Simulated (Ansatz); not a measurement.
## Nudged elastic band, with input and output: CH$_{5}$B$_{2}$Cl

System: CH$_{5}$B$_{2}$Cl, SMILES BCBCl.
Method: RKS PBE-D4/def2-SVPD (Ansatz 0.2.0).

It belongs to a series of runs on one base structure; here: band between the two ends. Figures and captions count atoms from 1; the log counts them from 0 in places.

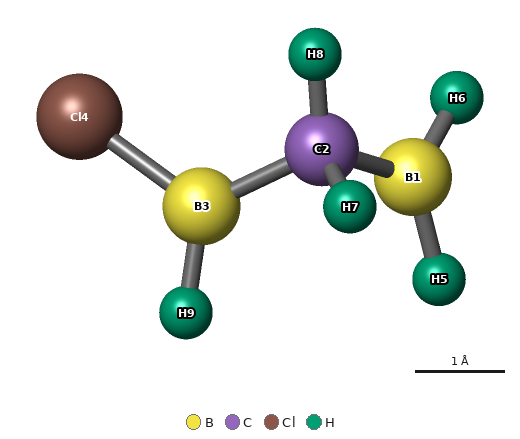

Figure 1. The input geometry (ball-and-stick view, seen at a tilt; atoms are numbered from 1 in the order of the input).

Input:
```yaml
crystal:
  periodic: [false, false, false]
  atoms:
    - { symbol: B, position_ang: [-0.655008, 1.149842, 0.045885] }
    - { symbol: C, position_ang: [0.117287, -0.064244, 0.651164] }
    - { symbol: B, position_ang: [0.564655, -0.949954, -0.549758] }
    - { symbol: Cl, position_ang: [-0.176119, -2.530039, -0.839947] }
    - { symbol: H, position_ang: [-0.083647, 1.926966, -0.691859] }
    - { symbol: H, position_ang: [-1.832783, 1.316977, 0.280551] }
    - { symbol: H, position_ang: [1.083269, 0.366946, 1.011021] }
    - { symbol: H, position_ang: [-0.4193, -0.613989, 1.443849] }
    - { symbol: H, position_ang: [1.401635, -0.602505, -1.350906] }
basis:
  gaussian: { orbitals: def2-SVPD }
hamiltonian:
  xc: pbe
  dispersion: d4
neb:
  order_check: false
  images: 5
  f_tol: 0.05
  max_iterations: 60
  initial_path: idpp
  final_atoms:
    - { symbol: B, position_ang: [-0.47887339, 1.23376981, -0.00296227] }
    - { symbol: C, position_ang: [0.25897348, 0.00273794, 0.611543] }
    - { symbol: B, position_ang: [0.16834209, -1.14195654, -0.44094915] }
    - { symbol: Cl, position_ang: [1.60259159, -1.67256322, -1.33109405] }
    - { symbol: H, position_ang: [0.11857641, 2.26163696, -0.24259762] }
    - { symbol: H, position_ang: [-1.66101993, 1.16255806, -0.26959686] }
    - { symbol: H, position_ang: [1.2808196, 0.20363187, 0.97758564] }
    - { symbol: H, position_ang: [-0.42164351, -0.35219847, 1.42373747] }
    - { symbol: H, position_ang: [-0.86777734, -1.69761641, -0.72566615] }
```

Hardware: 2 threads of Intel Xeon (Granite Rapids), 12 GiB of memory available, shared host.

Run as:
```bash
ansatz run input.yaml --threads 2 --pin off --max-ram 3072MiB --backend cpu --events-out ev --progress --plain --runs-dir out
```

What the program printed:
```
Engine: ansatz 0.2.0, x86_64-unknown-linux-gnu
Functional definition: PBE
  parameter kappa = 0.804
  parameter beta = 0.06672455060314922
  exchange = pbe_x(kappa = kappa, mu = beta*pi^2/3)
  correlation = pbe_c(beta = beta)
1083 factors; their error is unknown
mean field evaluation 1: about -14972.1970 eV, gradient 5.2e1 eV
mean field evaluation 2: about -14959.1834 eV, gradient 8.1e1 eV
mean field evaluation 4: about -14979.4668 eV, gradient 4.8e0 eV
mean field evaluation 8: about -14979.4967 eV, gradient 1.4e-1 eV
mean field evaluation 16: about -14979.4968 eV, gradient 3.5e-5 eV
mean field -14979.49679709 eV, -550.4863538255 hartree, gradient 3.5e-5 eV, S^2 0.000000; 0 other end points of the search recorded, 0 dependent functions left out
the calculation of the forces begins
reference -14979.49684565 eV, -550.4863556100 hartree; 19, 19 occupied and 108, 108 virtual orbitals, 1083 factors
1083 factors; their error is unknown
mean field evaluation 32: about -14979.4968 eV, gradient 3.1e-5 eV
mean field -14979.49681914 eV, -550.4863546357 hartree, gradient 3.1e-5 eV, S^2 0.000000; 0 other end points of the search recorded, 0 dependent functions left out
[... from here on the field's lines of each further geometry are left out, up to the last ...]
NEB iter   1: max|band force component| = 1.121e0 eV/Å  barrier→ = 0.2873 eV  barrier← = 0.2874 eV  Δτ_max = 0.1411 Å  (186 SCF iters)
NEB iter   2: max|band force component| = 1.124e0 eV/Å  barrier→ = 0.2008 eV  barrier← = 0.2008 eV  Δτ_max = 0.0702 Å  (155 SCF iters)
NEB iter   3: max|band force component| = 4.047e-1 eV/Å  barrier→ = 0.1359 eV  barrier← = 0.1359 eV  CI = image 3  Δτ_max = 0.0131 Å  (135 SCF iters)
NEB iter   4: max|band force component| = 1.598e-1 eV/Å  barrier→ = 0.1317 eV  barrier← = 0.1318 eV  CI = image 3  Δτ_max = 0.0187 Å  (141 SCF iters)
the calculation of the forces begins
reference -14979.47323332 eV, -550.4854878728 hartree; 19, 19 occupied and 108, 108 virtual orbitals, 1083 factors
1083 factors; their error is unknown
mean field -14979.36859907 eV, -550.4816426351 hartree, gradient 1.6e-5 eV, S^2 0.000000; 1 other end points of the search recorded, 0 dependent functions left out
the calculation of the forces begins
reference -14979.36864941 eV, -550.4816444852 hartree; 19, 19 occupied and 108, 108 virtual orbitals, 1083 factors
NEB iter   5: max|band force component| = 2.967e-2 eV/Å  barrier→ = 0.1309 eV  barrier← = 0.1309 eV  CI = image 3  Δτ_max = 0.0000 Å  (274 SCF iters)
```

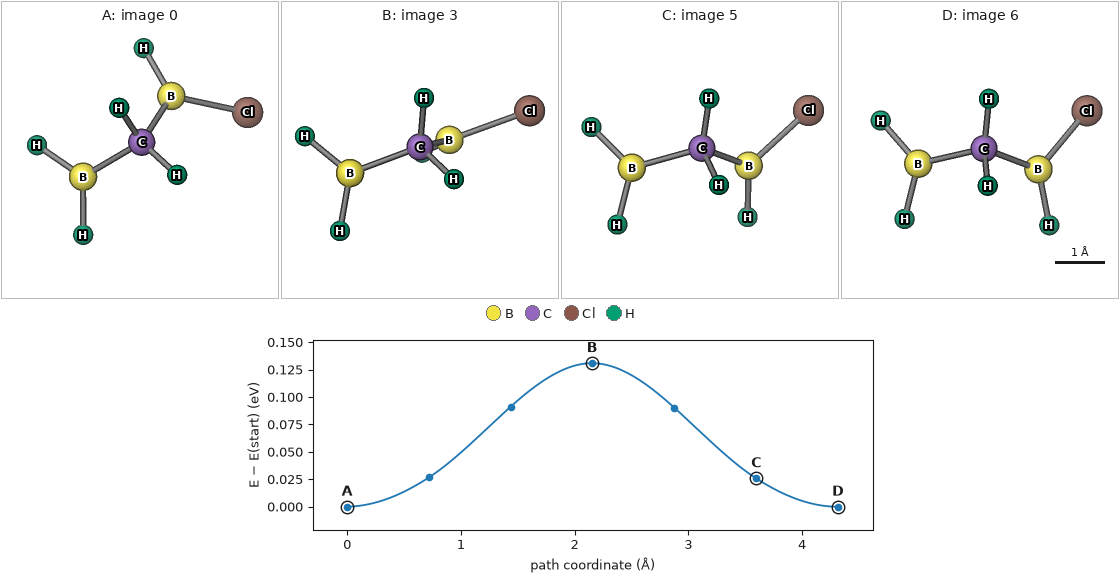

Figure 2. Images of the last band (counted from 0; ball-and-stick, seen at a tilt) above the energy along the path; the line is a cubic interpolation that uses the forces. The highest image is number 3, 0.131 eV above the start and 0.131 eV above the end (the climbing image); start and end have the same energy. The path is 4.32 Å long. The band converged in 5 iterations.

```
Total energy: -14979.52344613 eV, -550.4873331595 hartree
Atom 0 at    -0.489366     1.295570     0.045411 Å, force     0.003415    -0.013244    -0.005491 eV/Å
Atom 1 at     0.064628    -0.031297     0.626132 Å, force     0.003174    -0.003297     0.026371 eV/Å
Atom 2 at     0.327115    -0.990958    -0.594137 Å, force     0.008261    -0.007666    -0.002573 eV/Å
Atom 3 at     0.971826    -2.618219    -0.318175 Å, force    -0.006679     0.014943    -0.001616 eV/Å
Atom 4 at     0.264582     2.181493    -0.303915 Å, force    -0.000410     0.003391    -0.002234 eV/Å
Atom 5 at    -1.680450     1.437707    -0.145535 Å, force    -0.002513     0.004020    -0.001912 eV/Å
Atom 6 at     1.040515     0.043272     1.155693 Å, force    -0.000903    -0.000036    -0.006392 eV/Å
Atom 7 at    -0.626908    -0.591456     1.294326 Å, force    -0.001563     0.000802    -0.005982 eV/Å
Atom 8 at     0.128046    -0.726113    -1.759800 Å, force    -0.002782     0.001087    -0.000172 eV/Å
Dipole moment:    -0.010373     0.056371     0.137305 e Å
this run last wrote the band of iteration 5 to [file]
```

The last band as extended XYZ (Å, eV, eV/Å):
```
9
Properties=species:S:1:pos:R:3:forces:R:3 image=0 energy=-14979.65429
B    -0.6550    1.1498    0.0459    0.0077  -0.0007  -0.0091
C     0.1173   -0.0642    0.6512    0.0029  -0.0020  -0.0017
B     0.5647   -0.9500   -0.5498   -0.0003   0.0049  -0.0017
Cl   -0.1761   -2.5300   -0.8399   -0.0022  -0.0021   0.0013
H    -0.0836    1.9270   -0.6919   -0.0046  -0.0052   0.0057
H    -1.8328    1.3170    0.2806   -0.0061   0.0045   0.0024
H     1.0833    0.3669    1.0110    0.0011   0.0014   0.0032
H    -0.4193   -0.6140    1.4438   -0.0013  -0.0006   0.0011
H     1.4016   -0.6025   -1.3509    0.0028  -0.0002  -0.0012
9
Properties=species:S:1:pos:R:3:forces:R:3 image=1 energy=-14979.62764
B    -0.6177    1.2218    0.0489    0.0050   0.0031   0.0083
C     0.0559   -0.0570    0.6228   -0.0090  -0.0130  -0.0053
B     0.4906   -0.9693   -0.5689    0.0114   0.0073   0.0025
Cl    0.1811   -2.7103   -0.5464   -0.0349  -0.0033  -0.0101
H     0.0549    2.0489   -0.5319   -0.0169  -0.0137  -0.0296
H    -1.8157    1.3929    0.1343   -0.0066   0.0001   0.0228
H     1.0735    0.2425    0.9848    0.0012   0.0093  -0.0071
H    -0.4933   -0.6120    1.4040    0.0074   0.0013   0.0012
H     1.0707   -0.5575   -1.5476    0.0425   0.0089   0.0172
9
Properties=species:S:1:pos:R:3:forces:R:3 image=2 energy=-14979.56312
B    -0.5620    1.2674    0.0509   -0.0019   0.0019   0.0013
C     0.0377   -0.0452    0.6201   -0.0128  -0.0307   0.0062
B     0.4060   -0.9767   -0.5883   -0.0018   0.0074   0.0047
Cl    0.5765   -2.7229   -0.3551   -0.0431  -0.0168   0.0004
H     0.1715    2.1252   -0.3980   -0.0156  -0.0101  -0.0273
H    -1.7624    1.4326   -0.0185   -0.0153   0.0034   0.0267
H     1.0628    0.1230    1.0379    0.0102   0.0179  -0.0197
H    -0.5550   -0.6079    1.3671    0.0145   0.0032   0.0012
H     0.6249   -0.5955   -1.7162    0.0658   0.0237   0.0064
9
Properties=species:S:1:pos:R:3:forces:R:3 image=3 energy=-14979.52340
B    -0.4894    1.2956    0.0454    0.0034  -0.0132  -0.0055
C     0.0646   -0.0313    0.6261    0.0032  -0.0033   0.0264
B     0.3271   -0.9910   -0.5941    0.0083  -0.0077  -0.0026
Cl    0.9718   -2.6182   -0.3182   -0.0067   0.0149  -0.0016
H     0.2646    2.1815   -0.3039   -0.0004   0.0034  -0.0022
H    -1.6804    1.4377   -0.1455   -0.0025   0.0040  -0.0019
H     1.0405    0.0433    1.1557   -0.0009   0.0000  -0.0064
H    -0.6269   -0.5915    1.2943   -0.0016   0.0008  -0.0060
H     0.1280   -0.7261   -1.7598   -0.0028   0.0011  -0.0002
9
Properties=species:S:1:pos:R:3:forces:R:3 image=4 energy=-14979.56391
B    -0.4161    1.3231    0.0386   -0.0056   0.0075   0.0035
C     0.0933   -0.0236    0.6150    0.0281  -0.0284   0.0020
B     0.2601   -1.0330   -0.5754    0.0100   0.0206  -0.0016
Cl    1.3261   -2.4369   -0.4189    0.0447   0.0099  -0.0031
H     0.3461    2.2399   -0.1885    0.0142   0.0123   0.0233
H    -1.5875    1.4523   -0.2558    0.0143   0.0018  -0.0311
H     1.0091   -0.0119    1.2371   -0.0131  -0.0091   0.0021
H    -0.7128   -0.5536    1.1839   -0.0225   0.0118  -0.0152
H    -0.3185   -0.9563   -1.6359   -0.0702  -0.0264   0.0200
9
Properties=species:S:1:pos:R:3:forces:R:3 image=5 energy=-14979.62845
B    -0.3451    1.3254    0.0259   -0.0077   0.0010   0.0119
C     0.0878   -0.0451    0.6197    0.0130  -0.0089  -0.0076
B     0.1965   -1.0822   -0.5437   -0.0117   0.0021   0.0009
Cl    1.5806   -2.1760   -0.6667    0.0282   0.0184  -0.0138
H     0.4333    2.2531   -0.0465    0.0091   0.0044   0.0197
H    -1.4694    1.4653   -0.4104    0.0176  -0.0005  -0.0328
H     0.9716   -0.0540    1.2821   -0.0063  -0.0043   0.0023
H    -0.8080   -0.4726    1.1406   -0.0071   0.0083  -0.0055
H    -0.6473   -1.2139   -1.4009   -0.0352  -0.0204   0.0249
9
Properties=species:S:1:pos:R:3:forces:R:3 image=6 energy=-14979.65431
B    -0.4381    1.2487   -0.0171    0.0017   0.0010  -0.0001
C     0.2742    0.0064    0.6048    0.0012  -0.0010  -0.0034
B     0.1197   -1.1556   -0.4209    0.0007   0.0017   0.0021
Cl    1.5129   -1.7514   -1.3347   -0.0028   0.0010   0.0012
H     0.1864    2.2511   -0.2927   -0.0007   0.0006  -0.0010
H    -1.6283    1.2115   -0.2531   -0.0011  -0.0001   0.0000
H     1.3110    0.1806    0.9414    0.0001  -0.0007   0.0016
H    -0.3970   -0.3093    1.4407   -0.0002  -0.0020  -0.0001
H    -0.9409   -1.6821   -0.6685    0.0010  -0.0005  -0.0004
```

Results in brief:

| quantity | value |
| --- | --- |
| outcome | converged |
| barrier, forward | 0.131 eV |
| barrier, backward | 0.131 eV |
| wall time | 27 s (CPU time 52 s) |
| peak memory | 0.17 GiB |

Remarks:

The order of the saddle point was not checked.
